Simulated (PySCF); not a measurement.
# One shape, several levels: SF4 (sulfur tetrafluoride)

We compute a comparison of 5 runs (B2PLYP/STO-3G, wB97X-V/STO-3G, MP2/STO-3G, UMP2/STO-3G, CISD/STO-3G) of SF4 (sulfur tetrafluoride). Input form: a Python script.

The results are computed with PySCF 2.14.0.

9 further runs of the same task are left out: 5 that didn't finish, 4 set aside as unsound or not needed.

**1. The system as given**

SF4: 5 atoms, total charge 0, spin state singlet. As SMILES, `FS(F)(F)F`. The S2–F3 distance was set to 2.968 Å, away from the relaxed value. At this shape a bond of the SMILES string is far longer than usual.

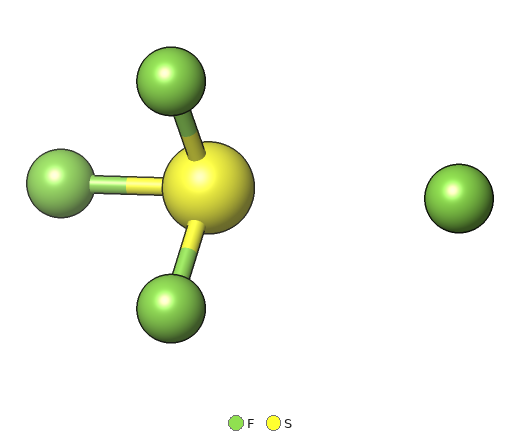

The structure, seen from a chosen angle (fluorine green, sulfur yellow).

**2. The energy at B2PLYP/STO-3G (run 1)**

File calc.py:

```python
from pyscf import gto, dft, mp

system = gto.Mole()
system.atom = '''
F     -1.739395    -0.144318     0.585263
S     -1.114195    -0.273718    -0.830537
F      1.536700    -0.462000     0.491400
F     -2.618295     0.006382    -1.445737
F     -0.777595     1.208282    -1.150637
'''
system.verbose = 3
system.basis = 'sto-3g'
system.max_memory = 1860
system.build()

mf = dft.RKS(system, xc='0.53*HF + 0.47*B88, 0.73*LYP')
mf.conv_tol = 1e-10
mf.grids.level = 5
mf.kernel()
if not mf.converged:
    mf = mf.newton().run(mf.mo_coeff, mf.mo_occ)

pt = mp.MP2(mf, frozen=9).run()
etot = mf.e_tot + 0.27 * pt.e_corr
print('PT2 part  %.8f' % (0.27 * pt.e_corr))
print('Final energy', etot)
```

Command:

```bash
$ OMP_NUM_THREADS=1 python calc.py
```

Standard output:

```text
SCF not converged.
SCF energy = -786.254750295999
converged SCF energy = -786.254751673786
E(RMP2) = -786.656300287097  E_corr = -0.401548613311534
E(SCS-RMP2) = -786.714936758258  E_corr = -0.460185084471827
PT2 part  -0.10841813
Final energy -786.3631697993798
```

Run time: 21 s. Hardware: 1 thread of Arm Neoverse V2, shared host; peak memory 0.3 GiB.

**3. A single-point energy at wB97X-V/STO-3G (run 2)**

File job.py:

```python
from pyscf import gto, dft

mol = gto.M(
    atom=[
    ('F', (-1.739395, -0.144318, 0.585263)),
    ('S', (-1.114195, -0.273718, -0.830537)),
    ('F', (1.536700, -0.462000, 0.491400)),
    ('F', (-2.618295, 0.006382, -1.445737)),
    ('F', (-0.777595, 1.208282, -1.150637)),
],
    verbose=3,
    basis='sto-3g',
    max_memory=1860,
)

mf = dft.RKS(mol, xc='wb97x-v')
mf.grids.level = 5
mf.conv_tol = 1e-10
mf.nlcgrids.level = 1
mf.kernel()
if not mf.converged:
    mf = mf.newton().run(mf.mo_coeff, mf.mo_occ)

e_tot = mf.e_tot
print('Final energy', e_tot)
```

Command:

```bash
$ OMP_NUM_THREADS=1 python job.py
```

Standard output:

```text
converged SCF energy = -786.763418460182
Final energy -786.7634184601823
```

Run time: 1.7 min. Hardware: 1 thread of Arm Neoverse V2, shared host; peak memory 0.24 GiB.

Runs 3 to 4 aren't shown in full; the table further down has their settings and results.

**4. A single-point energy at CISD/STO-3G (run 5)**

File mol.xyz:

```xyz
5
F4S
F     -1.739395    -0.144318     0.585263
S     -1.114195    -0.273718    -0.830537
F      1.536700    -0.462000     0.491400
F     -2.618295     0.006382    -1.445737
F     -0.777595     1.208282    -1.150637
```

File calc.py:

```python
from pyscf import gto, ci

mol = gto.M(
    atom='mol.xyz',
    verbose=3,
    basis='sto-3g',
    max_memory=1860,
)

mf = mol.RHF()
mf.conv_tol = 1e-10
mf.kernel()
if not mf.converged:
    mf = mf.newton().run(mf.mo_coeff, mf.mo_occ)

cisd = ci.CISD(mf, frozen=9)
cisd.kernel()
e_final = cisd.e_tot
print(f'total energy: {e_final:.8f} hartree')
```

Command:

```bash
$ OMP_NUM_THREADS=1 python calc.py
```

Standard output:

```text
converged SCF energy = -784.793648850881
E(RCISD) = -785.0459149100055  E_corr = -0.2522660591240903
total energy: -785.04591491 hartree
```

Run time: 0.7 s. Hardware: 1 thread of Arm Neoverse V2, shared host; peak memory 0.12 GiB.

**5. The series**

| run | level | frozen core orbitals | nlc grid | energy (Eh) | dipole moment (D) of the reference | HOMO energy (eV) | LUMO energy (eV) | wall time |
| --- | --- | --- | --- | --- | --- | --- | --- | --- |
| 1 | B2PLYP/STO-3G | 9 | – | -786.363170 | 3.90 | -0.77 | 2.51 | 21 s |
| 2 | wB97X-V/STO-3G | – | 1 | -786.763418 | 3.72 | -1.74 | 3.51 | 1.7 min |
| 3 | MP2/STO-3G | 9 | – | -785.012225 | 5.36 | -1.43 | 4.17 | 0.66 s |
| 4 | UMP2/STO-3G | 9 | – | -785.064279 | 1.47 | -3.78 | 9.85 | 0.92 s |
| 5 | CISD/STO-3G | 9 | – | -785.045915 | 5.36 | -1.43 | 4.17 | 0.7 s |

**6. Results**

| quantity | value |
| --- | --- |
| run 5: total energy | -785.04591 Eh |
| run 5: dipole moment (Hartree–Fock density) | 5.36 D |
| run 5: HOMO energy (Hartree–Fock orbitals) | -1.43 eV |
| run 5: LUMO energy (Hartree–Fock orbitals) | 4.17 eV |
| run 5: HOMO–LUMO gap (Hartree–Fock orbitals) | 5.61 eV |
| run 5: correlation energy (9 core orbitals frozen) | -252.3 mEh |

**Reading.** Totals of different functionals can't be ranked against each other. In runs 1, 2, 3, 4, 5 the basis is minimal, so the values are rough. In runs 1, 2, 3, 5 a closed-shell determinant meets a far-stretched bond, which it describes badly. Spin contamination of the reference: run 4 ⟨S²⟩ = 1.03. Where it is this large, the reference is a mixture of spin states, and values that rest on it are in doubt. All runs together took 2.1 min, the longest 1.7 min.
